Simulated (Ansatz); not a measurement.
Si$_{4}$NH$_{13}$O: single-point calculation

The run: single-point calculation of Si$_{4}$NH$_{13}$O. Method and program: RKS PBE0-D4/def2-TZVPP (Ansatz 0.2.0).

The geometry is the product side of a reaction. The reaction was set up to form Si1–N7 and Si2–H6 and to break Si1–Si2 and H6–N7 (atoms counted from 1 in the order of the input); sticks are drawn by distance alone. The geometry comes from this level: PBE0-D4/def2-TZVP.

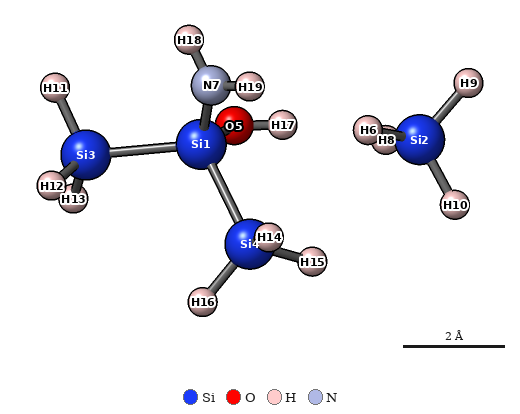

*The structure (ball-and-stick view, seen at a tilt; atoms are numbered from 1 in the order of the input).*

Bond lengths as drawn: H–N 1.01 Å, H–O 0.96 Å, H–Si 1.48 to 1.49 Å, N–Si 1.71 Å, O–Si 1.66 Å and Si–Si 2.34 to 2.36 Å.

Input
```yaml
crystal:
  periodic: [false, false, false]
  atoms:
    - {symbol: Si, position_ang: [-0.193568, 0.502992, -0.876622]}
    - {symbol: Si, position_ang: [1.311373, -2.394211, 1.973737]}
    - {symbol: Si, position_ang: [-1.301605, 1.761438, -2.508375]}
    - {symbol: Si, position_ang: [-1.172249, 0.691092, 1.260912]}
    - {symbol: O, position_ang: [-0.324029, -1.054711, -1.429500]}
    - {symbol: H, position_ang: [1.606350, -0.954830, 1.758852]}
    - {symbol: N, position_ang: [1.394842, 1.124869, -0.710822]}
    - {symbol: H, position_ang: [0.506884, -2.896351, 0.827153]}
    - {symbol: H, position_ang: [2.583524, -3.154973, 2.037472]}
    - {symbol: H, position_ang: [0.540089, -2.570548, 3.226546]}
    - {symbol: H, position_ang: [-0.487452, 1.837546, -3.755179]}
    - {symbol: H, position_ang: [-1.508776, 3.148797, -2.008799]}
    - {symbol: H, position_ang: [-2.628318, 1.179094, -2.844677]}
    - {symbol: H, position_ang: [-0.306431, 1.457768, 2.200856]}
    - {symbol: H, position_ang: [-1.401163, -0.659282, 1.854785]}
    - {symbol: H, position_ang: [-2.492943, 1.373986, 1.184469]}
    - {symbol: H, position_ang: [-0.032379, -1.755449, -0.840904]}
    - {symbol: H, position_ang: [1.996322, 1.286310, -1.502198]}
    - {symbol: H, position_ang: [1.909626, 1.076462, 0.152096]}
basis:
  gaussian: {orbitals: def2-TZVPP}
hamiltonian: {xc: pbe0, dispersion: d4}
output: {orbitals: {seedname: orbitals}}
```

Hardware: 4 CPU threads, shared host.

Command:
```bash
ansatz run in.yaml --threads 4 --pin off --events-out ev --progress --plain --max-ram 41984MiB --backend cuda --devices 0, --max-vram 37GiB
```

The program's output
```
Functional definition: PBE0
  name "PBE0"
  cite "Adamo & Barone, J. Chem. Phys. 110, 6158 (1999) doi:10.1063/1.478522"
  cite "Perdew, Burke & Ernzerhof, Phys. Rev. Lett. 77, 3865 (1996) doi:10.1103/PhysRevLett.77.3865"
  parent pbe
  parameter a = 0.25
  parameter kappa = 0.804
  parameter beta = 0.06672455060314922
  exchange = (1 - a)*pbe_x(kappa = kappa, mu = beta*pi^2/3) + a*exact_x
  correlation = pbe_c(beta = beta)
2237 factors; their error is unknown
mean field evaluation 1: about -35236.2092 eV, gradient 7.5e1 eV
mean field evaluation 2: about -35221.6587 eV, gradient 1.1e2 eV
mean field evaluation 4: about -35245.8925 eV, gradient 4.9e0 eV
mean field evaluation 8: about -35245.9420 eV, gradient 3.4e-1 eV
mean field evaluation 16: about -35246.0153 eV, gradient 1.9e-4 eV
mean field -35246.01528997 eV, -1295.2671712992 hartree, gradient 1.9e-5 eV, S^2 0.000000; 0 other end points of the search recorded, 0 dependent functions left out
reference -35246.01533810 eV, -1295.2671730681 hartree; 42, 42 occupied and 370, 370 virtual orbitals, 2237 factors
Total energy: -35246.45607474 eV, -1295.2833698406 hartree
```

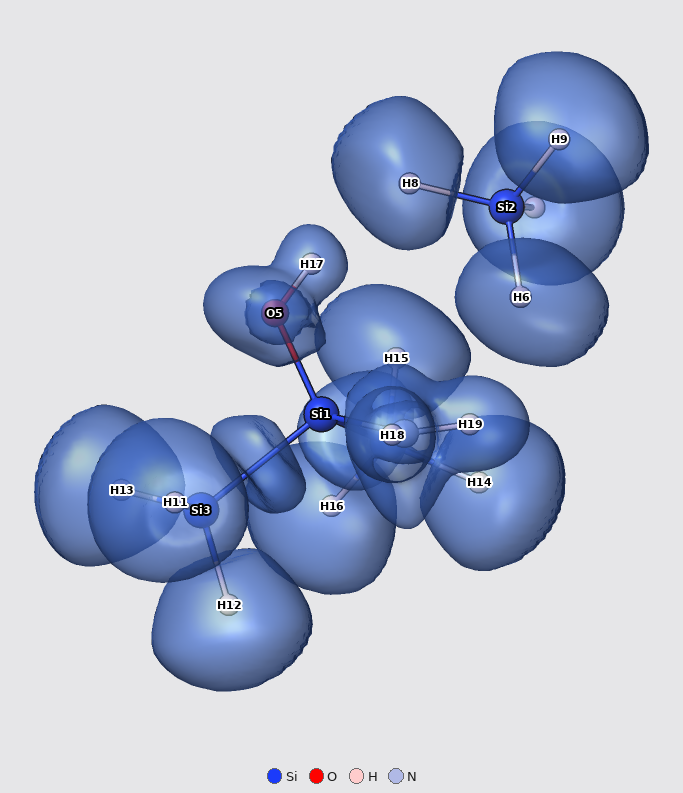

*Isosurface of the ELF at 0.75 (blue), seen at an oblique angle. Core shells and regions of very low density are left out.*

Along the contacts the grid gives the following. Si–O (1.66 Å): the ELF peaks at about 0.85 between the atoms (a polar covalent bond).

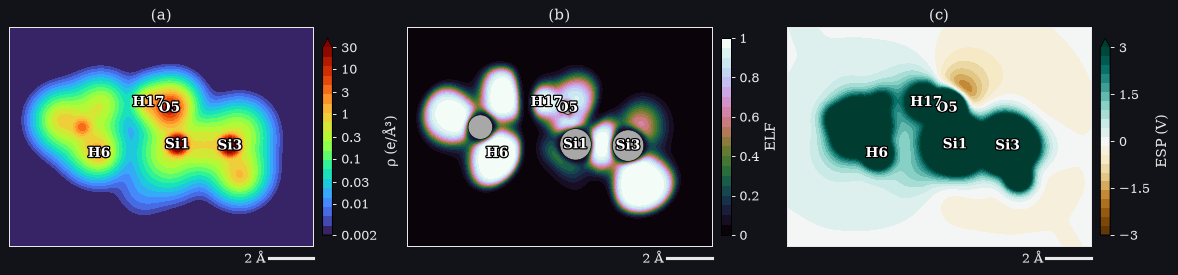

*(a) electron density; (b) ELF; (c) molecular electrostatic potential on the plane of atoms Si3, Si1 and O5. Grey discs, where drawn, cover atomic cores.*

Si–Si (2.34 Å): ρ is about 0.66 e/Å³ halfway; the ELF peaks at about 1 between the atoms (a shared electron pair).

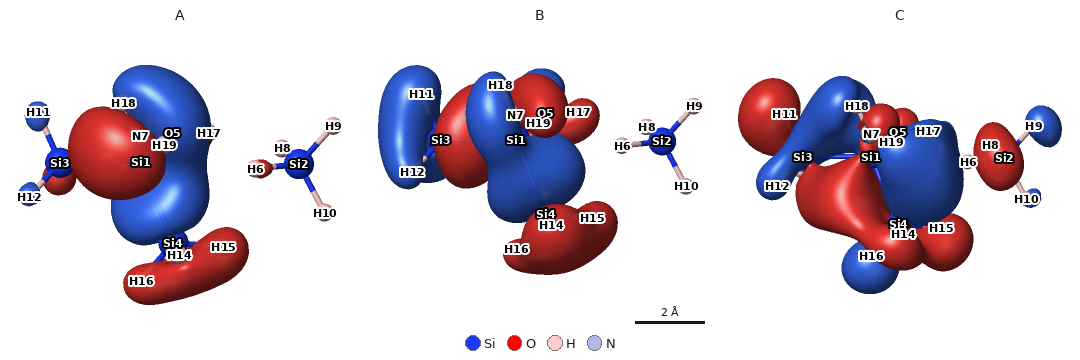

*Three frontier orbitals at ±0.05 Å⁻³ᐟ² (blue and red are the two phases).*

A is the HOMO−1 (−7.78 eV). It lies mainly on N7 (55 %), Si1 (15 %), O5 (10 %) and Si4 (10 %). B is the HOMO (−7.32 eV). Its weight (Hirshfeld) is mainly on Si1 (25 %), Si3 (20 %), Si4 (20 %) and N7 (10 %). C is the LUMO (−0.39 eV). It lies mainly on Si1 (25 %), Si4 (20 %) and Si3 (15 %). The HOMO–LUMO gap is 6.93 eV between the orbital energies.

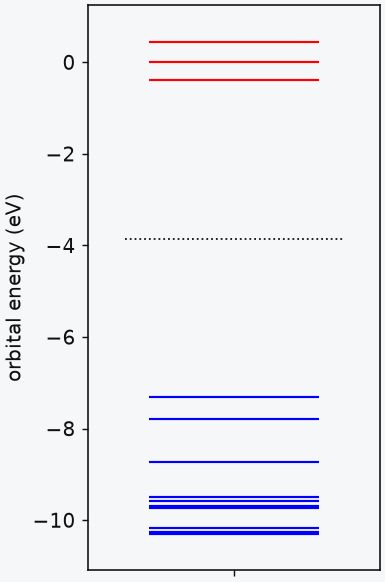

*Orbital energies near the frontier; the dotted line parts filled from empty levels, and levels within 0.02 eV of each other stand side by side.*

Highest filled −7.32 eV, lowest empty −0.39 eV, 6.93 eV apart.

Summary

```json
{"quantity": "outcome", "value": "converged"}
{"quantity": "total energy", "value": "−35246.4561 eV"}
{"quantity": "mean-field energy", "value": "−35246.0153 eV"}
{"quantity": "dispersion energy", "value": "−0.4407 eV"}
{"quantity": "SCF solution under orbital rotations", "value": "stable"}
{"quantity": "HOMO", "value": "−7.32 eV"}
{"quantity": "LUMO", "value": "−0.39 eV"}
{"quantity": "wall time", "value": "3.3 s (CPU time 4.5 s)"}
{"quantity": "peak memory", "value": "0.91 GiB"}
```
